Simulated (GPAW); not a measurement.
# Quasiparticle gap of FeAs2 (Lollingite) in GPAW, part 2 of 2

How does a plane-wave GW calculation on FeAs2 (Lollingite) run from the first input to the gap?

GPAW 26.7.0; LDA and many-body steps on it, plane waves. Known limits of the many-body steps: not at the basis limit; no spin polarisation; d states lean on the start; no spin-orbit coupling; coarse k mesh.

So far. Step 3 (Bands along the symmetry lines): The gap is 0.234 eV, −0.031 eV from the run before at this level. Step 4 (Empty states on the mesh, 4×4×6 mesh, 317 bands): On this mesh the gap is 0.247 eV.

**5. Screening and self-energy, 4×4×6 mesh, 143 bands, screening to 78 eV**

G0W0 replaces the xc potential by the self-energy, built once from these orbitals. Only a window of levels is corrected, while the sums run over the empty bands that the input names.

This step: G0W0 on LDA, plane waves, PAW.

File run.py:

```python
import json
import numpy as np
from gpaw.mpi import world
from gpaw.response.g0w0 import G0W0

gw = G0W0('full.gpw',
    filename='gw',
    kpts=[0, 2, 6, 9],
    bands=(16, 20),
    ecut=78,
    nbands=143,
    integrate_gamma='WS',
    ppa=True)
gw.calculate()
res = {mode: {k: v for k, v in r.items() if k != 'sigma_eskwn'}
       for mode, r in gw.all_results.items()}

if world.rank == 0:
    with open('result.json', 'w') as f:
        json.dump(res, f, default=lambda x: x.tolist())
```

Started as:

```console
$ mpirun -n 4 gpaw python run.py
```

Numbers of over 12 decimals in the logs are rounded to 6 here.

The program printed:

```text
Using integrator: PointIntegrator
FrequencyGridDescriptor(from 0.000+0.000j to 0.000+27.211j eV, 2 points)
Nonperiodic BCs:  [False False False]
Using integrator: PointIntegrator
FrequencyGridDescriptor(from 0.000+0.000j to 0.000+27.211j eV, 2 points)
Nonperiodic BCs:  [False False False]
  ___  _ _ _
 |   || | | |
 | | || | | |
 |__ ||_____|
 |___|

BZ k-points: Symmetries present (total): 4

  [... matrices ...]
96 k-points: 4 x 4 x 6 Monkhorst-Pack grid + [1/8,1/8,1/12]
40 k-points in the irreducible part of the Brillouin zone
       k-points in crystal coordinates                weights
   0:     0.00000000    0.00000000    0.00000000          1/96
   1:     0.00000000    0.00000000    0.16666667          2/96
   2:     0.00000000    0.00000000    0.33333333          2/96
   3:     0.00000000    0.00000000    0.50000000          1/96
   4:     0.00000000    0.25000000    0.00000000          2/96
   5:     0.00000000    0.25000000    0.16666667          4/96
   6:     0.00000000    0.25000000    0.33333333          4/96
   7:     0.00000000    0.25000000    0.50000000          2/96
   8:     0.00000000    0.50000000    0.00000000          1/96
   9:     0.00000000    0.50000000    0.16666667          2/96
          ...
  39:     0.50000000    0.50000000    0.50000000          1/96

Distributing spins, k-points and bands (1 x 4 x 4) over 4 processes
Number of blocks: 1

Quasi particle states:
k-points (IBZ indices): [0, 2, 6, 9]
Band range: (16, 20)
  [... matrices ...]
Computational parameters:
Plane wave cut-off: 78 eV
Number of bands: 143
Coulomb cutoff: None
Broadening: 0.1 eV

fxc modes: GW
Kernel: RPA
Using Godby-Needs plasmon-pole approximation:
  Fitting energy: i*E0, E0 = 1.000 Hartree
Summing all q:

Calculating screened Coulomb potential
No Coulomb truncation
FrequencyGridDescriptor(from 0.000+0.000j to 0.000+27.211j eV, 2 points)
Removing empty qpoint cache files...

Calculating chi0 body with:
    Ground state adapter containing:
    Number of spins: 1
    Number of kpoints: 96
    Number of irreducible kpoints: 40
    Number of completely occupied states: 18
    Number of partially occupied states: 18
    Occupied states memory: 5.191040 M / cpu

    Linear response parametrization:
    q_c: [0.0, 0.0, 1.3877787807814457e-17]
    Number of frequency points: 2
    Planewave cutoff: 78.0
    Number of bands: 143
    Number of planewaves: 143
    Broadening (eta): 1e-06
    comm.size: 4
    kncomm.size: 4
    blockcomm.size: 1

    Memory estimate of potentially large arrays:
        chi0_wGG: 0.624054 M / cpu
Integrating chi0 body.

Symmetries of q_c:
    Direct symmetries (Uq -> q): 4
    Indirect symmetries (TUq -> q): 0
In total 4 allowed symmetries.

  [... matrices ...]
40 groups of equivalent kpoints. 58.333333% reduction.

Integral kind: response function
Integrating chi0 head and wings.

Symmetries of q_c:
    Direct symmetries (Uq -> q): 4
    Indirect symmetries (TUq -> q): 0
In total 4 allowed symmetries.

  [... matrices ...]
40 groups of equivalent kpoints. 58.333333% reduction.

Integral kind: response function wings

Calculating chi0 body with:
    Ground state adapter containing:
    Number of spins: 1
    Number of kpoints: 96
    Number of irreducible kpoints: 40
    Number of completely occupied states: 18
    Number of partially occupied states: 18
[... the further q-points ...]

Results:
f:      Occupation numbers
eps:     KS-eigenvalues [eV]
vxc:     KS vxc [eV]
exx:     Exact exchange [eV]
sigma:   Self-energies [eV]
dsigma:  Self-energy derivatives
Z:       Renormalization factors
qp:      QP-energies [eV]

k-point 0 (0): (0.000, 0.000, 0.000)                GW
band       f     eps     vxc     exx   sigma  dsigma       Z      qp
                                                                   GW
  16   1.000   8.473 -30.248 -34.981   5.726  -0.478   0.677   9.145
  17   1.000   8.558 -30.556 -35.289   5.741  -0.480   0.676   9.239
  18   0.000  10.237 -30.031 -26.164  -2.495  -0.420   0.704  11.203
  19   0.000  11.101 -15.395 -11.028  -3.553  -0.264   0.791  11.746

k-point 1 (2): (0.000, 0.000, 0.333)                GW
band       f     eps     vxc     exx   sigma  dsigma       Z      qp
                                                                   GW
  16   1.000   7.975 -28.373 -32.809   5.401  -0.466   0.682   8.633
  17   1.000   8.299 -28.856 -30.738   3.007  -0.444   0.693   9.078
  18   0.000   8.875 -29.542 -25.788  -2.414  -0.450   0.690   9.799
  19   0.000   9.241 -25.178 -20.926  -3.088  -0.385   0.722  10.080

k-point 2 (6): (0.000, 0.250, 0.333)                GW
band       f     eps     vxc     exx   sigma  dsigma       Z      qp
                                                                   GW
  16   1.000   7.922 -26.404 -30.415   4.878  -0.440   0.695   8.524
  17   1.000   8.468 -28.066 -31.043   3.957  -0.435   0.697   9.152
  18   0.000   8.923 -29.440 -25.347  -2.735  -0.448   0.691   9.860
  19   0.000   9.239 -26.970 -23.289  -2.474  -0.410   0.709  10.095

k-point 3 (9): (0.000, 0.500, 0.167)                GW
band       f     eps     vxc     exx   sigma  dsigma       Z      qp
                                                                   GW
  16   1.000   8.628 -26.784 -30.013   4.089  -0.417   0.706   9.234
  17   1.000   8.628 -26.784 -30.013   4.089  -0.417   0.706   9.235
  18   0.000   9.959 -23.405 -19.983  -2.413  -0.359   0.736  10.701
  19   0.000   9.959 -23.405 -19.983  -2.413  -0.359   0.736  10.701
```

The job ended after 8.7 min (4 MPI ranks of Arm Neoverse V2, shared host; peak memory 2.4 GiB; 35 min of CPU time).

Numbers from this step:

```
G0W0 gap on the mesh                         : 0.5607 eV
least direct G0W0 gap on the computed points : 0.7083 eV
Z at the valence top                         : 0.6759
Z at the conduction bottom                   : 0.6897
starting gap on the mesh                     : 0.2474 eV
k of the valence top                         : 0, 0, 0
k of the conduction bottom                   : 0, 0, 0.3333
```

The gap on the mesh goes from 0.25 eV to 0.56 eV, a correction of +0.31 eV.

Limits: finite bands, cutoff and mesh; no spin polarisation; d states lean on the start; no spin-orbit coupling; coarse k mesh. v1 is the top filled band, c1 the lowest empty one. Levels before and after the correction, in eV, zero at the valence-band top of each column:

|  | conduction bottom | valence top |
| --- | --- | --- |
| Kohn-Sham | 0.25 | 0.00 |
| G0W0 | 0.56 | 0.00 |

|  | level | energy (eV) |
| --- | --- | --- |
| Kohn-Sham | Γ v2 | -0.155 |
| Kohn-Sham | Γ v1 | -0.070 |
| Kohn-Sham | Γ c1 | 1.609 |
| Kohn-Sham | Γ c2 | 2.473 |
| Kohn-Sham | (0 0 0.333) v2 | -0.653 |
| Kohn-Sham | (0 0 0.333) v1 | -0.329 |
| Kohn-Sham | (0 0 0.333) c1 | 0.247 |
| Kohn-Sham | (0 0 0.333) c2 | 0.613 |
| G0W0 | Γ v2 | -0.094 |
| G0W0 | Γ v1 | 0.000 |
| G0W0 | Γ c1 | 1.964 |
| G0W0 | Γ c2 | 2.507 |
| G0W0 | (0 0 0.333) v2 | -0.606 |
| G0W0 | (0 0 0.333) v1 | -0.160 |
| G0W0 | (0 0 0.333) c1 | 0.561 |
| G0W0 | (0 0 0.333) c2 | 0.842 |

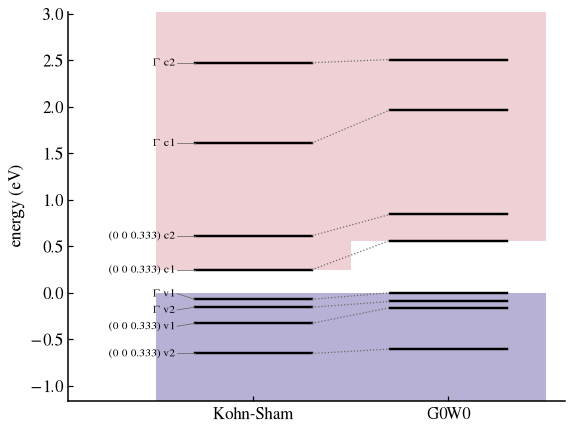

Levels before and after the correction. Shaded: valence and conduction bands.

**6. Where the time went**

Times are wall times on 4 MPI ranks of Arm Neoverse V2, shared host, good to a factor of about two.

| step | time | share | memory (GiB) |
| --- | --- | --- | --- |
| ground state | 31 s | 3 % | 0.81 |
| bands along the symmetry lines | 62 s | 7 % | 1 |
| empty states on the mesh | 4.7 min | 31 % | 4.3 |
| screening and self-energy | 8.7 min | 58 % | 2.4 |

**7. What came out**

```json
{"LDA gap": "0.23 eV, indirect", "G0W0 gap on the mesh": "0.56 eV", "GW settings": "4×4×6 mesh, 143 bands, screening to 78 eV, Godby-Needs plasmon pole", "known limits": "not at the basis limit; no spin polarisation; d states lean on the start; no spin-orbit coupling; coarse k mesh"}
```

What this shows: G0W0 moves the gap on the mesh from 0.25 eV to 0.56 eV (+0.31 eV), with Z of 0.68 and 0.69 at the edges. The dearest step here is «screening and self-energy». Against experiment, by G0W0@LDA: the gap of 0.55 eV lies +0.35 eV from the measured 0.2 eV (transport, 2009). The calculation has static nuclei and no excitons; a measured gap holds zero-point and thermal motion, which mostly lowers it. Bands and cutoff are finite, so the gap is not at the basis limit. The miss can reach some tenths of an eV and take either sign; the mesh is an error of its own. These stock PAW sets were not made for GW; the filled d or f shell of As lies in the frozen core, which bears on start and correction. The 4×4×6 mesh is coarse for this cell, which bears on the long-range parts of exchange and screening. The runs have no spin polarisation. For a closed low-spin shell that is the natural state; where a d or f shell is open it is a constraint, and the gap is then not the crystal's own. With d states at the gap, one-shot GW leans hard on its start. The many-body steps are scalar-relativistic: spin-orbit coupling is not in them.

[Paths, hosts, dates, memory and timing lines, banners, echoed tables and standing remarks are left out of the program output.]

[Logs are printed without paths, hosts, clocks, repeated set-up lines and the standing remarks that a program may print on its own settings, such as how far it seeks lower states.]

[Runs of the session that timed out or met a known fault of the program may be left out.]

[Hosts, paths, dates, database ids (printed as entryN), source tags and the programs' standing remarks are cut or masked in the printed files.]
